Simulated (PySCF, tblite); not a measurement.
# C₄H₆FOPSi: geometry, infrared bands and NMR shifts

Wanted: the infrared bands and NMR shifts of C₄H₆FOPSi (`C=C[P@]1(=O)C(F)=C1[SiH3]`), by calculation.

Programs: tblite 0.8.0 and PySCF 2.14.0, with density-fitted response routines of our own. Each step states its level of theory. These are calculated values for one molecule in the gas phase, unless marked as measured. Atoms count from 0, in the outputs and in this text.

### 1 The starting structure

14 atoms, charge 0, multiplicity 1; geometry from: force field or distance geometry start.

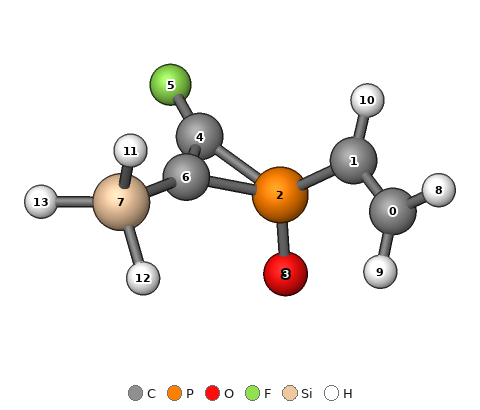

The starting geometry (carbon grey, phosphorus orange, oxygen red, fluorine green, silicon light orange, hydrogen white), atoms numbered.

### 2 Geometry optimisation with GFN2-xTB

What the job is given:

```
{"job": {"kind": "relax", "xc": "GFN2-xTB", "basis": "xTB"}, "charge": 0, "multiplicity": 1}
C      2.320700    -1.202800     0.129800
C      1.778000    -0.078700     0.620600
P      0.780500     0.894400    -0.450200
O      1.059300     0.932800    -1.938800
C     -0.539400     1.918500     0.189800
F     -0.871100     3.168000     0.656600
C     -0.979700     0.700800    -0.108300
Si    -2.379000    -0.513300    -0.157900
H      2.944400    -1.815800     0.796600
H      2.151300    -1.529400    -0.882000
H      1.961400     0.204800     1.646500
H     -2.508100    -1.267700     1.102800
H     -2.066100    -1.534500    -1.174800
H     -3.653000     0.122500    -0.452800
```

Started as:

```console
OMP_NUM_THREADS=1 python probes_run.py task.json out
```

This one command runs all jobs of the session in turn.

**Question.** This job is followed by: GFN2-xTB harmonic vibrations, gas phase; GIAO PBE0/pcSseg-1 NMR shielding, non-relativistic, gas phase. What will the session give for the following? strongest single infrared mode (GFN2-xTB); zero-point energy (GFN2-xTB); 13C shifts against TMS (PBE0/pcSseg-1); 1H shifts against TMS (PBE0/pcSseg-1, means over atoms taken as alike); 31P shifts against H3PO4 (PBE0/pcSseg-1); 17O shifts against H2O (PBE0/pcSseg-1); 19F shifts against CFCl3 (PBE0/pcSseg-1); 29Si shifts against TMS (PBE0/pcSseg-1).

**Answer**, as computed:

| quantity | value |
| --- | --- |
| strongest single infrared mode (GFN2-xTB) | 774 cm⁻¹, 457 km/mol |
| zero-point energy (GFN2-xTB) | 51.9 kcal/mol |
| 13C shifts against TMS (PBE0/pcSseg-1) | 208.1, 152.2, 141.8, 140.0 ppm |
| 1H shifts against TMS (PBE0/pcSseg-1, means over atoms taken as alike) | 7.08, 7.03, 5.79, 4.33 ppm |
| 31P shifts against H3PO4 (PBE0/pcSseg-1) | -70.2 ppm |
| 17O shifts against H2O (PBE0/pcSseg-1) | 115.8 ppm |
| 19F shifts against CFCl3 (PBE0/pcSseg-1) | -51.0 ppm |
| 29Si shifts against TMS (PBE0/pcSseg-1) | -97.1 ppm |

In words: Over 95 steps the energy fell by 0.557 eV; of the close pairs, P2–O3 changed most, 1.515 to 1.464 Å. The lowest mode is imaginary (25i cm⁻¹), so the xTB geometry is not a minimum. The strongest single mode, at 774 cm⁻¹, is spread over several atoms, H11, H13, H12 among them. Unscaled tight-binding wavenumbers are off by several per cent, some by more. Its intensities can rank the bands wrongly. At PBE0/pcSseg-1: The widest tensor belongs to P2: span 483 ppm, with a paramagnetic part of -577 ppm.
